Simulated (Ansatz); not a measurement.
# H6NOPSi: vertical spin-state energies from a Python script

Which spin state of H6NOPSi lies lowest at this geometry? The task is vertical spin-state energies, for H6NOPSi.

Computed with Ansatz 0.2.0 through its Python package. Level of theory: CAM-B3LYP/def2-SVP.

### Step 1. The system

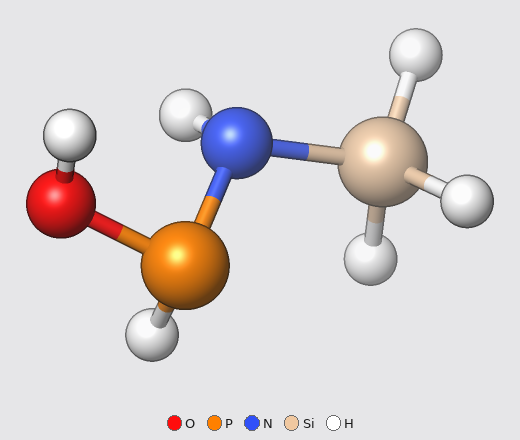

The starting structure, viewed from a chosen angle; oxygen red, phosphorus orange, nitrogen blue, silicon light orange, hydrogen white.

No structure file is read: the coordinates are typed or built in the script.

### Step 2. Script

File h6nopsi.py:

```python
# -*- coding: utf-8 -*-
import ansatz
from ase import Atoms


def main():
    atoms = Atoms(["O", "P", "N", "Si", "H", "H", "H", "H", "H", "H"], positions=[
        [-1.934, 0.6894, -1.2837],
        [-1.2405, 0.6883, 0.1314],
        [0.1609, 0.0516, -0.5099],
        [1.3989, -0.2966, 0.7189],
        [-1.4901, 1.3384, -1.9049],
        [-1.8341, -0.4705, 0.6568],
        [0.024, -0.8034, -1.0063],
        [0.7836, -1.3133, 1.6187],
        [1.6955, 0.9423, 1.5022],
        [2.5188, -0.8773, 0.0796],
    ])
    h6nopsi = ansatz.Crystal.molecule_from_ase(atoms)

    base = (
        h6nopsi.calculation()
        .basis(gaussian="def2-SVP")
        .functional("cam_b3lyp")
    )
    found = {}
    for unpaired in [0, 2, 4]:
        summary = base.spin("collinear", total=unpaired).run().report
        s = unpaired / 2
        found[unpaired] = summary["free_energy_ev"]
        print(f"2S+1 = {unpaired + 1}: E = {found[unpaired]:.5f} eV, <S^2> = {abs(summary['mean_field']['state']['spin_squared']):.3f} (pure state {s * (s + 1):.2f})")
    lowest = min(found, key=found.get)
    for unpaired, e in found.items():
        print(f"multiplicity {unpaired + 1}: {23.060548 * (e - found[lowest]):.1f} kcal/mol above the lowest")


if __name__ == "__main__":
    main()
```

### Step 3. What the engine is handed

The package turns the script's settings into the engine's input (first run):

```yaml
crystal:
  periodic: [false, false, false]
  atoms:
    - { symbol: O, position_ang: [-1.934, 0.6894, -1.2837] }
    - { symbol: P, position_ang: [-1.2405, 0.6883, 0.1314] }
    - { symbol: "N", position_ang: [0.1609, 0.0516, -0.5099] }
    - { symbol: Si, position_ang: [1.3989, -0.2966, 0.7189] }
    - { symbol: H, position_ang: [-1.4901, 1.3384, -1.9049] }
    - { symbol: H, position_ang: [-1.8341, -0.4705, 0.6568] }
    - { symbol: H, position_ang: [0.024, -0.8034, -1.0063] }
    - { symbol: H, position_ang: [0.7836, -1.3133, 1.6187] }
    - { symbol: H, position_ang: [1.6955, 0.9423, 1.5022] }
    - { symbol: H, position_ang: [2.5188, -0.8773, 0.0796] }
basis:
  gaussian:
    orbitals: def2-SVP
hamiltonian:
  xc: cam_b3lyp
magnetization:
  spin_polarized: true
  initial_magnetization: 0.0
```

### Step 4. Launch

The run is started by

```bash
$ python h6nopsi.py
```

What it wrote:

```text
2S+1 = 1: E = -20791.76454 eV, <S^2> = 0.000 (pure state 0.00)
2S+1 = 3: E = -20787.04973 eV, <S^2> = 2.003 (pure state 2.00)
2S+1 = 5: E = -20780.59115 eV, <S^2> = 6.007 (pure state 6.00)
multiplicity 1: 0.0 kcal/mol above the lowest
multiplicity 3: 108.7 kcal/mol above the lowest
multiplicity 5: 257.7 kcal/mol above the lowest
```

Run time: 28 s. Hardware: 1 thread of Arm Neoverse V1, shared host; peak memory 0.36 GiB.

### Step 5. What changed from run to run

The engine's inputs for the other runs:

Run 2, against run 1:

```diff
@@ -21 +21 @@
-  initial_magnetization: 0.0
+  initial_magnetization: 2.0
```

Run 3, against run 1:

```diff
@@ -21 +21 @@
-  initial_magnetization: 0.0
+  initial_magnetization: 4.0
```

### Step 6. The runs side by side

From the records of these 3 runs:

```
run  2S+1  energy from run 1 (eV)  <S²>  SCF cycles  CPU time (s)
  1     1                  0.0000  0.00          17           6.1
  2     3                  4.7148  2.00          36            10
  3     5                 11.1734  6.01          41            11
```

### Step 7. What came out

```
        quantity             value
   runs compared                 3
          lowest  run 1 (2S+1 = 1)
next above it by          4.715 eV
```

What this shows: In order: multiplicity 1 (+0.00 eV), multiplicity 3 (+4.71 eV) and multiplicity 5 (+11.17 eV), all at the one geometry. The geometry is a force-field or estimated start, not a minimum of this method, and the basis set is short of its limit. All parts are taken at fixed geometry, without zero-point energy.
